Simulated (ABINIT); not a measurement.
Band structure of YMg6Ga (Amm2, 8 atoms in the cell).

```xyz
8
Lattice="5.0519 0.0000 0.0000 0.0000 3.3394 5.7564 0.0000 -3.3394 5.7564" Properties=species:S:1:pos:R:3 pbc="T T T"
Y      2.5260     0.0000     3.7411
Mg     2.5260     1.7130     6.6941
Mg     2.5260    -1.7130     6.6941
Mg     2.5260     0.0000     9.6223
Mg     0.0000     1.7212     4.8288
Mg     0.0000    -1.7212     4.8288
Mg     0.0000     0.0000     7.6843
Ga     0.0000     0.0000     1.9578
```

Level of theory: LDA (PW92), PAW (JTH v2.0 LDA PAW) (plane waves; ABINIT).

Settings: pseudos = [Y.LDA_PW-JTH.xml, Mg.LDA_PW-JTH.xml, Ga.LDA_PW-JTH.xml]; ecut = 40 Ry; pawecutdg = 80 Ry; pawxcdev = 0; occopt = 3; tsmear = 0.00367493 Ha; ngkpt = 4 3 3; nshiftk = 1; shiftk = 0 0 0; potentials = JTH v2.0 LDA PAW; kptopt = 1; nstep = 100; toldfe1 = 1e-09 Ha.

The starting cell comes from a database of computed structures (which also holds hypothetical and non-ambient phases and stackings), without a prior relaxation at this level. Its lattice was rescaled by a random factor within 2.5 % of one.

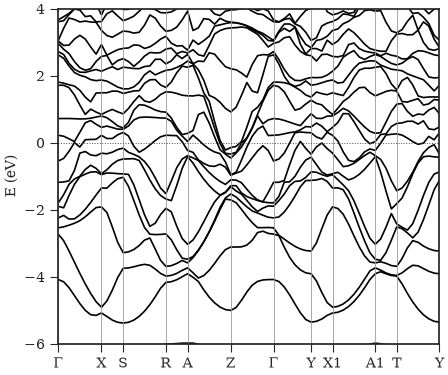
*Bands along the path, energies from the Fermi level.*

Levels in eV from the Fermi level, bands 39 to 46:
```json
[
 {"point": "Γ", "39": "-1.90", "40": "-1.80", "41": "-1.18", "42": "-0.55", "43": "0.22", "44": "0.72", "45": "1.71", "46": "1.81"},
 {"point": "X", "39": "-0.95", "40": "-0.93", "41": "-0.31", "42": "0.22", "43": "0.46", "44": "0.80", "45": "0.84", "46": "1.49"},
 {"point": "S", "39": "-0.93", "40": "-0.49", "41": "-0.16", "42": "0.30", "43": "0.40", "44": "0.44", "45": "0.86", "46": "1.47"},
 {"point": "R", "39": "-1.96", "40": "-1.68", "41": "-1.52", "42": "0.22", "43": "0.73", "44": "0.91", "45": "1.52", "46": "1.65"},
 {"point": "A", "39": "-3.03", "40": "-0.42", "41": "-0.39", "42": "-0.23", "43": "0.04", "44": "0.28", "45": "1.40", "46": "2.25"},
 {"point": "Z", "39": "-1.32", "40": "-1.28", "41": "-1.11", "42": "-0.97", "43": "-0.96", "44": "-0.46", "45": "-0.34", "46": "-0.15"},
 {"point": "Y", "39": "-0.87", "40": "-0.43", "41": "-0.34", "42": "0.30", "43": "0.47", "44": "0.86", "45": "1.27", "46": "1.36"},
 {"point": "X1", "39": "-0.95", "40": "-0.93", "41": "-0.31", "42": "0.22", "43": "0.46", "44": "0.80", "45": "0.84", "46": "1.49"},
 {"point": "A1", "39": "-3.03", "40": "-0.42", "41": "-0.39", "42": "-0.23", "43": "0.04", "44": "0.28", "45": "1.40", "46": "2.25"},
 {"point": "T", "39": "-2.42", "40": "-1.82", "41": "-1.43", "42": "0.26", "43": "0.57", "44": "1.15", "45": "1.54", "46": "1.57"}
]
```

Bands cross the Fermi level along this path, so the cell is metallic at this level.
